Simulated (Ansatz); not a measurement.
Species, as SMILES: [C-]#[S+] (C-S).
Atoms: C1, S2. Bonds: C1-S2.

Basis-set convergence of the highest harmonic wavenumber at HF with Ansatz (a program for electronic structure). Each level at its own minimum, finite differences of forces, unscaled; the reference is a large set that could be run, not a limit. Cartesian d functions, on some or all atoms, in 6-31G**, 6-31+G*, 6-311G**, 6-311+G**; all else is spherical. The program fits the integrals of some runs and decomposes those of others, by size. No added dispersion term, no relativity. Reference: the value in aug-cc-pV(Q+d)Z, 1423 cm⁻¹. Deviations are taken from unrounded values.

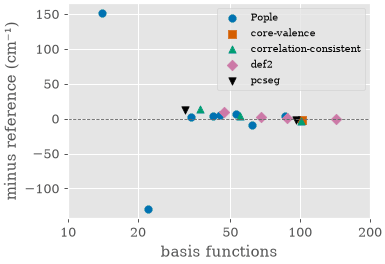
Fig. 1. Deviation from the reference against the number of basis functions, by family of sets.

```csv
basis,functions,highest harmonic wavenumber (cm⁻¹),minus reference (cm⁻¹)
STO-3G,14,1575,152
6-31G,22,1294,-129
pcseg-1,32,1435,12
6-31G**,34,1425,2
cc-pV(D+d)Z,37,1438,14
6-31+G*,42,1427,4
6-311G**,45,1428,5
def2-SVPD,47,1434,10
6-311+G**,53,1429,6
aug-cc-pV(D+d)Z,55,1427,4
"6-311++G(2d,2p)",62,1415,-8
def2-TZVP,68,1425,2
"6-311++G(3df,3pd)",86,1427,4
def2-TZVPPD,88,1424,0
aug-pcseg-2,96,1422,-1
aug-cc-pV(T+d)Z,101,1421,-3
cc-pCVTZ,102,1422,-2
def2-QZVPPD,142,1423,0
```
